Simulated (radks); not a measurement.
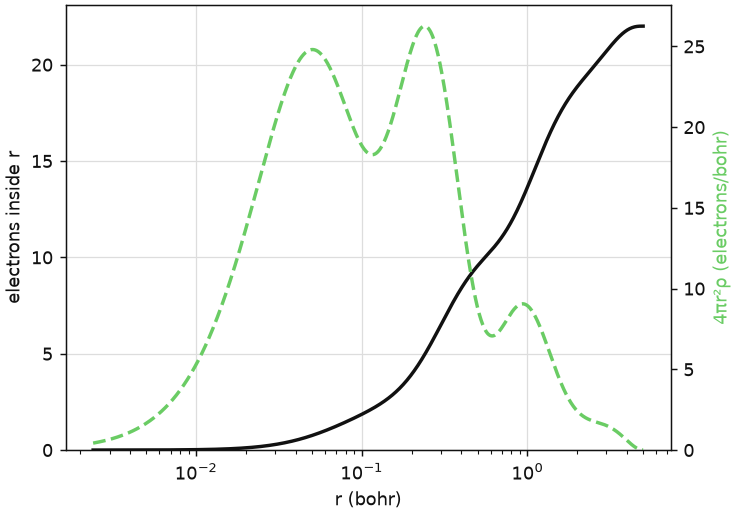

The Sc⁻ ion; electrons: [Ar] 3d2 4s2 (high spin). It sits in a hard spherical wall of radius 5 bohr. Theory: scalar-relativistic Kohn-Sham, LDA (Slater exchange, VWN5 correlation), spin-polarised, spherical densities, finite nucleus (computed with the in-house radial solver radks).

The plot shows the number of electrons inside radius r (solid) and the radial density 4πr²ρ (dashed).

Describe it and give its main numbers.

Answer. The count levels off at 22 electrons. Half of them lie within 0.694 bohr, 90 % within 2.46 bohr and 99 % within 3.98 bohr. The radial density has minima at 0.115 and 0.615 bohr, where the count stands at 2.1 and 10.4; these part the shells that the density resolves.
